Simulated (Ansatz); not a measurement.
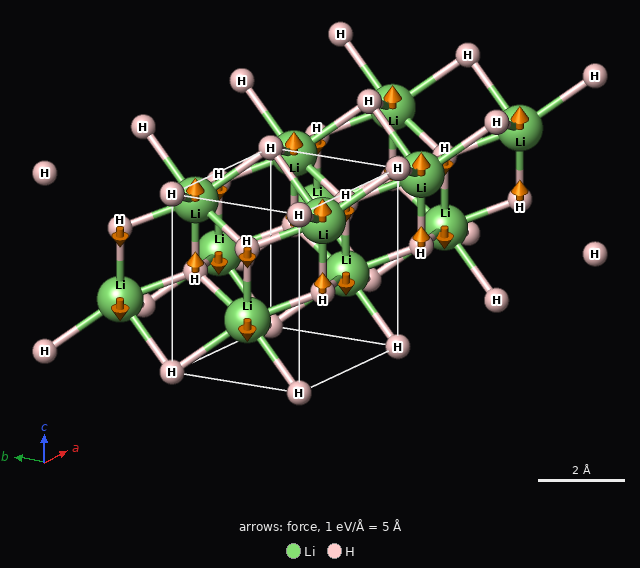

Starting geometry of crystalline Li2H3 (built on the A-type sesquioxide_164 type) with the computed forces as orange arrows. Style: ball-and-stick. Shown: the cell of the calculation, repeated 3 × 2 × 1 with one cell outlined, from a free direction.

Case: A-type sesquioxide type (P-3m1, No. 164).

Level of theory: DFT PBE, scalar-relativistic, plane waves, PAW in Ansatz 0.2.0.

Input file:
```yaml
crystal:
  lattice:
    - [3.1346912472, 0.0, 0.0]
    - [-1.5673456236, 2.7147222531, 0.0]
    - [0.0, 0.0, 4.8770703922]
  atoms:
    - { symbol: Li, position: [0.3333333333, 0.6666666667, 0.245] }
    - { symbol: Li, position: [0.6666666667, 0.3333333333, 0.755] }
    - { symbol: H, position: [0.0, 0.0, 0.0] }
    - { symbol: H, position: [0.3333333333, 0.6666666667, 0.645] }
    - { symbol: H, position: [0.6666666667, 0.3333333333, 0.355] }
basis:
  ecutwfc: 420
kpoints:
  mp_grid: { grid: [12, 12, 8] }
hamiltonian:
  xc: pbe
scf:
  occupations: { method: gaussian, width: 0.1 }
output:
  forces: true
  stress: true
  eigenvalues: true
relax:
  adjacent_minimum: "off"
  f_tol: 0.01
  max_steps: 80
  cell: { stress_tol: 0.05 }
```

Launched with:
```bash
ansatz run input.yaml --threads 1 --pin off --max-ram 2560MiB --backend cpu --events-out ev --progress --plain --runs-dir out
```

What follows when this structure is relaxed?

It isn't relaxed: the largest force vector, on Li atoms, is 0.12 eV/Å. Measured relative to the changing cell, the final displacements run against the starting forces (cosine between the two patterns −0.50). The largest moves relative to the cell, 0.34 Å, are those of H4 and H5. H5 goes along −c. Largest moves by element: H 0.34 Å, Li 0.07 Å. Cell: a = b 3.135 → 3.271 Å (+4.3 %), c 4.877 → 3.948 Å (−19.0 %). Volume −11.9 %. Some distances before and after: Li1–H4 2.926 → 1.959 Å, Li1–H3 2.169 → 2.091 Å, Li1–H4 (another image) 1.951 → 1.989 Å, Li1–H5 1.888 → 1.895 Å. New bonds form: Li1–H4 (2.93 → 1.96 Å), Li2–H5 (2.93 → 1.96 Å). Among the angles between lasting bonds that change: Li1–H5–Li2 106.5° → 95.0°, H4–Li1–H5 73.5° → 85.0°, Li1–H5–Li1 112.3° → 119.3°. The space group stays P-3m1 (No. 164). After 10 accepted moves (12 points after the start) the energy has fallen by 0.193 eV per cell of the calculation. The largest force component goes from 0.12 to under 0.0001 eV/Å. Pressure: −2.95 GPa at the start and 0.00 GPa at the end. At 2 points the geometry stayed and the basis and grid were re-selected for the new cell (energy shift of 0.5 meV per cell of the calculation at most each time). Cost: 45 s on 1 thread of Arm Neoverse V1, on a shared host, peak memory 0.34 GiB.
